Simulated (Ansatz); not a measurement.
# Calculations on BH4O2Cl

**1. Relaxation**

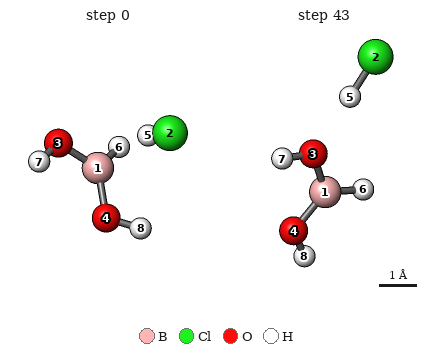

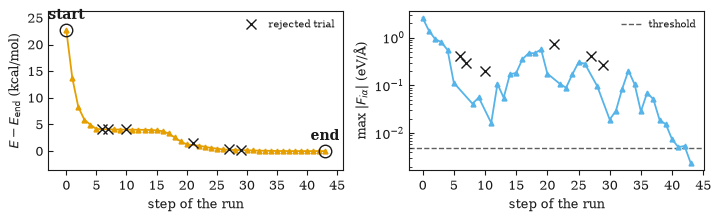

First and last geometry of a relaxation of BH4O2Cl (started from a transition state, displaced along its imaginary mode), with the history of the run. A ball-and-stick model, seen face on.

Computed with RKS PBE0-D4/def2-TZVP (Ansatz). (force threshold 0.005 eV/Å; at most 200 steps)

> Did the run converge, and what did it change?

It converged. Over 37 accepted moves (43 points after the start) the energy falls by 22.7 kcal/mol. Largest force component: 2.6 eV/Å at the start, 0.0024 eV/Å at the end. The line search rejected the trial steps at points 6, 7, 10, 21, 27, 29 of the run. The atom that moves furthest after the best rigid fit is Cl2 (2.08 Å). Largest moves by element: Cl 2.08 Å, H 1.89 Å, O 1.12 Å, B 0.72 Å. Near-neighbour distances that change, for instance: B1–Cl2 2.514 → 4.123 Å, B1–H5 1.624 → 2.891 Å, B1–O4 1.400 → 1.356 Å, B1–H6 1.167 → 1.195 Å. Bond angles that change, for instance: O3–B1–H6 114.6° → 118.1°, O3–B1–O4 121.9° → 118.4°. Groups turn about B1–O4 by about 35°. The run took 96 s on 2 threads of Arm Neoverse V2, with other jobs on the host.

**2. Relaxation**

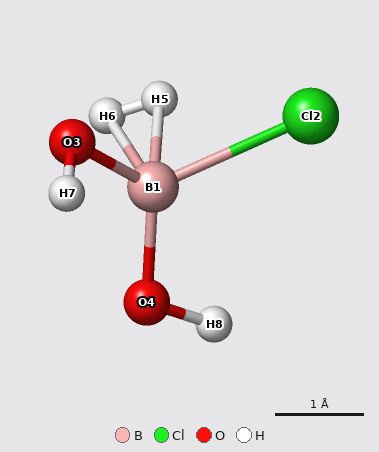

This is the input geometry for a relaxation of BH4O2Cl (started from a transition state, displaced along its imaginary mode). The picture is a ball-and-stick view, seen from a free direction.

These are results of RKS PBE0-D4/def2-TZVP (Ansatz), not measurements.

Input file:
```yaml
crystal:
  periodic: [false, false, false]
  atoms:
    - {symbol: B, position_ang: [0.043159, 0.132695, -0.066454]}
    - {symbol: Cl, position_ang: [1.458471, -0.035409, 1.298422]}
    - {symbol: O, position_ang: [0.375604, 0.381962, -1.385710]}
    - {symbol: O, position_ang: [-1.180165, 0.526127, 0.422096]}
    - {symbol: H, position_ang: [0.398802, -1.307233, 0.185486]}
    - {symbol: H, position_ang: [-0.075341, -1.421347, -0.222384]}
    - {symbol: H, position_ang: [0.204145, 1.307338, -1.598474]}
    - {symbol: H, position_ang: [-1.224676, 0.415867, 1.366916]}
basis:
  gaussian: {orbitals: def2-TZVP}
hamiltonian: {xc: pbe0, dispersion: d4}
relax: {f_tol: 0.005, max_steps: 200}
```

Launched with:
```bash
ansatz run in.yaml --threads 2 --pin off --events-out ev --progress --plain --max-ram 4352MiB
```

Where does the relaxation end?

After 28 accepted moves (33 points after the start) the energy has fallen by 1.786 eV. The largest force component goes from 5.3 to 0.0032 eV/Å. The line search rejected the trial steps at points 12, 14, 16, 25, 26 of the run. The forces were under the threshold at step 27, but the run went on from there. The largest move after the best rigid fit is that of H5, 1.08 Å. By element the largest moves are H 1.08 Å, O 0.71 Å, B 0.69 Å, Cl 0.55 Å. Some distances before and after: B1–H6 1.566 → 3.235 Å, B1–H5 1.504 → 3.126 Å, Cl2–H5 1.995 → 3.403 Å, B1–Cl2 1.973 → 1.771 Å. Among the angles between lasting bonds that change: Cl2–B1–O4 114.6° → 120.9°, B1–O4–H8 111.2° → 113.5°, Cl2–B1–O3 120.2° → 118.0°. Groups turn about B1–O3 by about 65°. The run took 80 s on 2 threads of Arm Neoverse V2, with other jobs on the host.

Step by step:

| step | E − E(0), eV | largest force component, eV/Å | note |
| --- | --- | --- | --- |
| 0 | 0.0000 | 5.2914 |  |
| 1 | -0.6844 | 1.3606 |  |
| 2 | -0.9581 | 1.2318 |  |
| 3 | -1.3382 | 1.3731 |  |
| 4 | -1.5700 | 1.5209 |  |
| 5 | -1.7035 | 0.5813 |  |
| 6 | -1.7660 | 0.3393 |  |
| 7 | -1.7712 | 0.4713 |  |
| 8 | -1.7832 | 0.0725 |  |
| 9 | -1.7840 | 0.0525 |  |
| 10 | -1.7847 | 0.0379 |  |
| 11 | -1.7850 | 0.0408 |  |
| 12 | -1.7850 | 0.1252 | rejected |
| 14 | -1.7848 | 0.2051 | rejected |
| 15 | -1.7855 | 0.0176 |  |
| 16 | -1.7855 | 0.1302 | rejected |
| 17 | -1.7856 | 0.0561 |  |
| 18 | -1.7858 | 0.0452 |  |
| 20 | -1.7859 | 0.0380 |  |
| 21 | -1.7860 | 0.0699 |  |
| 22 | -1.7860 | 0.0262 |  |
| 23 | -1.7861 | 0.0055 |  |
| 25 | -1.7858 | 0.1431 | rejected |
| 26 | -1.7861 | 0.0229 | rejected |
| 27 | -1.7861 | 0.0013 |  |
| 28 | -1.7861 | 0.0202 |  |
| 29 | -1.7861 | 0.0226 |  |
| 31 | -1.7862 | 0.0017 |  |
| 32 | -1.7862 | 0.0014 |  |
| 33 | -1.7862 | 0.0032 |  |

Final geometry:

```xyz
8

B     0.2358    0.7690    0.1341
Cl    1.4582    0.5066    1.3889
O     0.6608    0.9826   -1.1279
O    -1.0865    0.7597    0.4364
H     0.3966   -2.3407   -0.1420
H    -0.3282   -2.3843   -0.3160
H    -0.0712    1.1122   -1.7382
H    -1.2655    0.5949    1.3646
```

After the run, drawn alike:

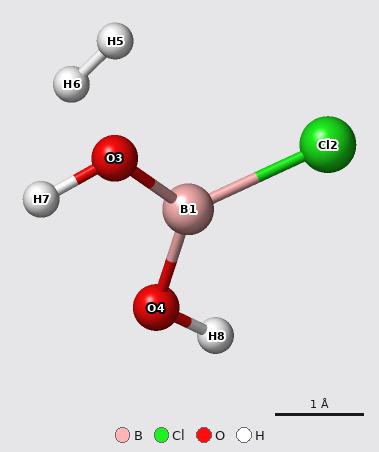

**3. Reaction**

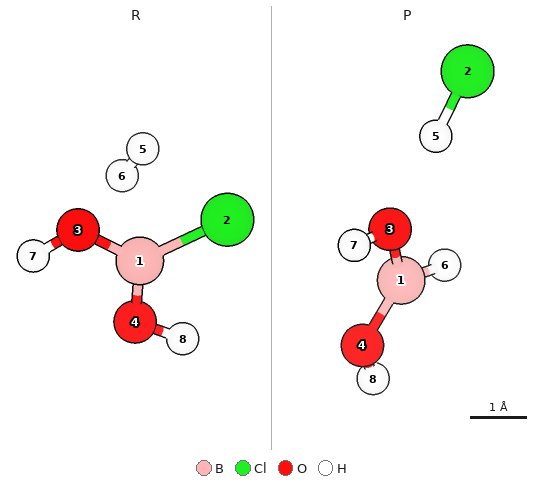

Reactant (R) and product (P) of one elementary step of BH$_{4}$O$_{2}$Cl. The picture is a ball-and-stick view, seen from a free direction.

Stationary points at PBE0-D4/def2-TZVP, single-point energies with CCSD(T)/CBS, PBE-QIDH, PBE0-D4 (def2-TZVPP where no basis is named; Ansatz 0.2.0). The energies are electronic, without zero-point or thermal terms, and both ends are the minima reached downhill from the saddle, with any fragments still in contact. CCSD(T)/CBS stands for a frozen-core estimate: MP2 correlation extrapolated from def2-TZVPP and def2-QZVPP, CCSD(T) minus MP2 from the smaller set.

Predict the saddle point between them and the barrier.

Answer. Counted by bonded pieces, R holds BH₂ClO₂ + H₂ and P holds BH₃O₂ + HCl. From R over the saddle to P, bonds form: B1–H6 (3.23 → 1.36 → 1.19 Å), Cl2–H5 (3.40 → 1.65 → 1.30 Å). Bonds break: B1–Cl2 (1.77 → 2.24 → 4.12 Å), H5–H6 (0.75 → 0.96 → 3.07 Å). The saddle has one imaginary mode, 861i cm⁻¹. With CCSD(T)/CBS the barrier is 2.08 eV from R and 1.63 eV from P, and P lies 0.44 eV above R.

```csv
level,barrier from R (eV),barrier from P (eV),P less R (eV)
CCSD(T)/CBS,2.08,1.63,0.44
PBE-QIDH,1.99,1.54,0.45
PBE0-D4,1.82,1.38,0.44
```

Against CCSD(T)/CBS, PBE-QIDH comes closest on the barrier from R (−0.09 eV) and PBE0-D4 misses most (−0.25 eV).

The saddle point in the same view, with dashed sticks for the bonds that form or break:

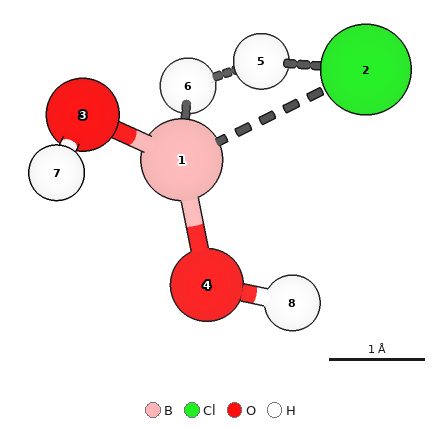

Limits of the set-up: the start holds two separate molecules, 3.1 Å apart at their closest, whose relative position is a soft coordinate.

**4. Path**

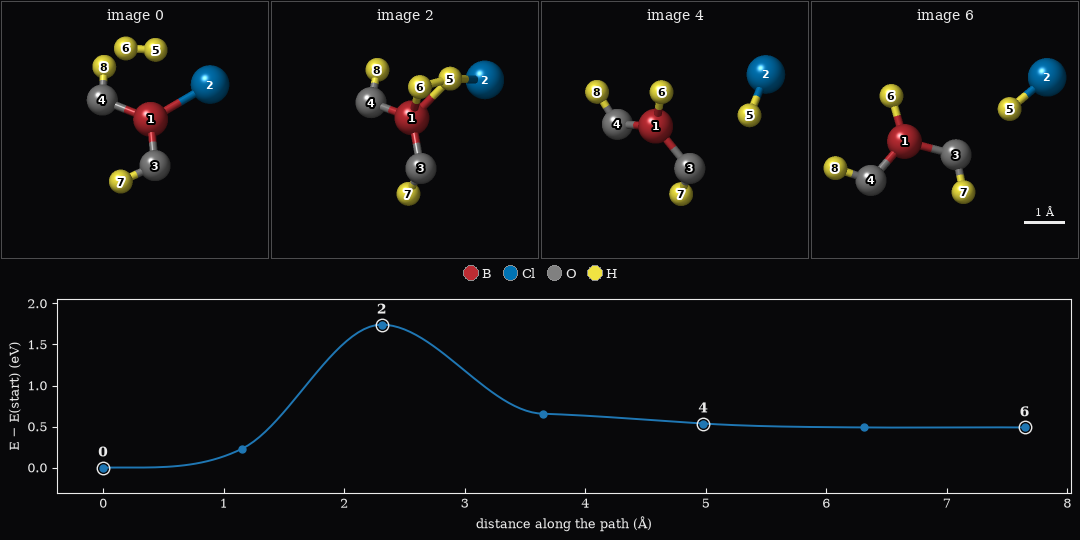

A search for the minimum-energy path of BH₄O₂Cl, made up of BH2O2Cl and H2 by the nudged elastic band. Images are numbered from 0 (start) to 6 (end). A ball-and-stick model, seen from a free direction.

These are results of RKS PBE0-D4/def2-SVP in Ansatz, not measurements. Set-up: 5 movable images; climbing image.

> What happens along the path, and what is the barrier?

Breaking: B1–Cl2 (1.77 → 2.23 at the top → 4.12 Å), H5–H6 (0.75 → 0.98 at the top → 3.07 Å). Forming: B1–H6 (3.23 → 1.36 at the top → 1.19 Å), Cl2–H5 (3.40 → 1.63 at the top → 1.30 Å). Forward barrier 1.74 eV, backward barrier 1.25 eV, with image 2 at the top; the reaction energy is +0.49 eV. The band converged in 22 iterations. The largest component of the band force went from 4.6 to 0.043 eV/Å. The climbing image converged on the top of the path. Its curvatures weren't checked. The largest force component is 0.51 eV/Å at the start and 0.28 eV/Å at the end; an end with forces this large is no minimum, and the barrier measured from it can be far off.

Limits of the set-up: the start holds two separate molecules, 3.1 Å apart at their closest, whose relative position is a soft coordinate.

The run took 2.7 min on 2 threads of Arm Neoverse V2, on a shared host.
